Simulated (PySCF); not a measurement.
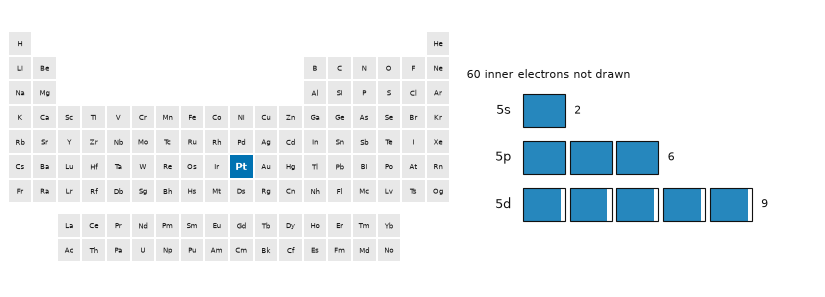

Left, the place of platinum in the periodic table; right, the outer shells of the nominal configuration: a box for each of the 2l + 1 orbitals, shaded by the share of the shell that is filled, with the electron count at the right.

**Atomic calculation for Pt⁺**

Pt⁺, configuration 1s2 2s2 2p6 3s2 3p6 3d10 4s2 4p6 4d10 4f14 5s2 5p6 5d9, multiplicity 2. Computed at this level: unrestricted B3LYP, def2-SVP with ECP60, scalar-relativistic core potential (PySCF).

Outcome:

- outcome: converged
- total energy (valence electrons, under a core potential): −115.145986 hartree
- ⟨S²⟩: 0.754
- ⟨L²⟩: 6.03
- SCF iterations: 8
- hardware: 1 thread of Arm Neoverse N1, 40 GiB of memory available, shared host

What is odd here:

The input is odd on purpose: grid misses charge; radial grid too coarse. The program ran to the end. Its numbers are those of this setting; this run alone doesn't show how far the oddity moves them. The driver held the occupations shell by shell, and empty s levels lie below the filled 5d. The script shown fixes the counts by irreducible representation only, so by itself it can fall to another configuration.

Input:
```python
from pyscf import gto, scf, dft, mp, cc
import basis_set_exchange as bse
txt = bse.get_basis("def2-SVP", elements=["Pt"], fmt="nwchem", header=False)
cut = txt.index("\nECP")
mol = gto.M(atom="Pt 0 0 0", charge=1, spin=1, symmetry="D2h",
            basis=gto.basis.parse(txt[:cut]),
            ecp={"Pt": gto.basis.parse_ecp(txt[cut:])})
mf = dft.UKS(mol, xc="B3LYP")
mf.irrep_nelec = {'Ag': (3, 2), 'B1g': (1, 1), 'B2g': (1, 1), 'B3g': (1, 1), 'B1u': (1, 1), 'B2u': (1, 1), 'B3u': (1, 1)}
mf.kernel()
```

The script is an equivalent of what the driver set up; the driver started from orbitals of its own, so the log can be shorter than this script's would be, and it computed the properties (radii, ⟨L²⟩, response) afterwards. It also set what the script leaves out: hgrid = 1.2. It held the occupations shell by shell, which the script's counts by irreducible representation don't always enforce.

The run was one of a batch that the task file lists, launched with:
```bash
OMP_NUM_THREADS=1 python <driver script> TASK.json OUT
```

The program's output (extracts):
```
damping factor = 0
level_shift factor = 0
DIIS = <class 'pyscf.scf.diis.CDIIS'>
diis_start_cycle = 1
diis_space = 10
diis_damp = 0
SCF conv_tol = 1e-09
SCF conv_tol_grad = None
number electrons alpha = 9  beta = 8
XC functionals = B3LYP
    P. J. Stephens, F. J. Devlin, C. F. Chabalowski, and M. J. Frisch.,  J. Phys. Chem. 98, 11623 (1994)
cycle= 1 E= -114.78143523065  delta_E= 0.0239  |g|= 0.997  |ddm|=  1.6
cycle= 2 E= -114.899642036983  delta_E= -0.118  |g|= 0.758  |ddm|=  1.7
cycle= 3 E= -115.147643044654  delta_E= -0.248  |g|= 0.0278  |ddm|= 1.23
cycle= 4 E= -115.146380957024  delta_E= 0.00126  |g|= 0.0136  |ddm|= 0.278
cycle= 5 E= -115.145989941831  delta_E= 0.000391  |g|= 0.00181  |ddm|= 0.101
cycle= 6 E= -115.145985529308  delta_E= 4.41e-06  |g|= 9.4e-05  |ddm|= 0.0106
cycle= 7 E= -115.145985531973  delta_E= -2.66e-09  |g|= 8.61e-06  |ddm|= 0.000261
cycle= 8 E= -115.145985532  delta_E= -2.77e-11  |g|= 3.5e-07  |ddm|= 1.84e-05
converged SCF energy = -115.145985532  <S^2> = 0.75360077  2S+1 = 2.0035975
```

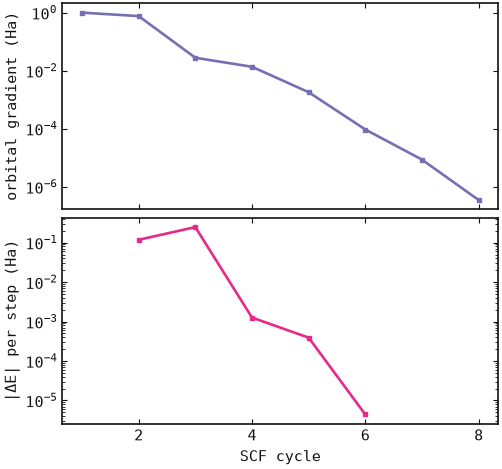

Convergence: orbital gradient and change of the energy from step to step (the smallest changes aren't drawn) against the SCF cycle. The residual falls at every step. It goes from 1.0 to 3.5×10⁻⁷ in 8 steps.

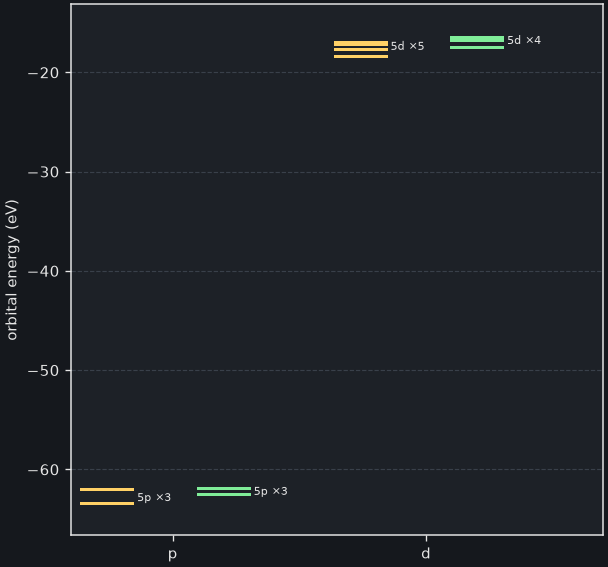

Orbital energies of the mean field, from the top down to −63.3 eV, by angular momentum, α spin at the left of each column and β at the right; ×n counts the orbitals under one label. Empty levels that the record names by l alone aren't drawn. The highest filled orbital is 5d β at −16.4 eV, the lowest empty one s α at −21.0 eV.
